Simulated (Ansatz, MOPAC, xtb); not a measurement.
## GaICl2 (SMILES [Cl][Ga]([Cl])[I]): the dipole moment, rung by rung

GaICl2 has 4 atoms, charge 0, and is taken as a singlet. SMILES: `[Cl][Ga]([Cl])[I]`. The coordinates come from a PBE0-D4/def2-TZVP relaxation.

```csv
atom,x (Å),y (Å),z (Å)
Cl,1.4651,0.3246,1.5515
Ga,0.0459,-0.0654,0.0260
Cl,-0.3332,-2.0859,-0.4909
I,-1.1224,1.7662,-1.1069
```

Each level gives the dipole moment (D). The values are calculated.

```csv
level,kind,program,value (D),CPU time
MNDO,semi-empirical,MOPAC,1.36,under 2 s
PM3,semi-empirical,MOPAC,1.24,under 2 s
GFN0-xTB,semi-empirical,xtb,0.77,under 2 s
GFN2-xTB,semi-empirical,xtb,4.22,under 2 s
HF/STO-3G,Hartree–Fock,Ansatz,1.28,3.3 s
HF/3-21G,Hartree–Fock,Ansatz,1.41,5.3 s
HF/def2-SVP (core potential),Hartree–Fock,Ansatz,0.76,6.7 s
PBE0/STO-3G,global hybrid,Ansatz,1.31,8 s
PBE0/def2-SVP (core potential),global hybrid,Ansatz,0.84,15 s
PBE0/def2-SVPD (core potential),global hybrid,Ansatz,1.12,26 s
```

All-electron rows without a relativistic Hamiltonian named are non-relativistic, while core potentials hold scalar relativity, so basis and relativity change together. The values span 0.76 to 4.22 D. Magnitudes only: a small dipole may point the other way at some levels. Sets without polarisation functions give poor dipoles. CPU times are rough (shared hosts, several kinds of processor): they show what a rung costs within a factor of a few.

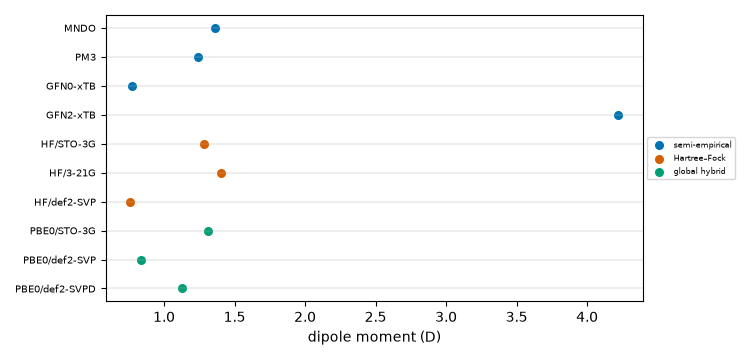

The values of the table, level by level.
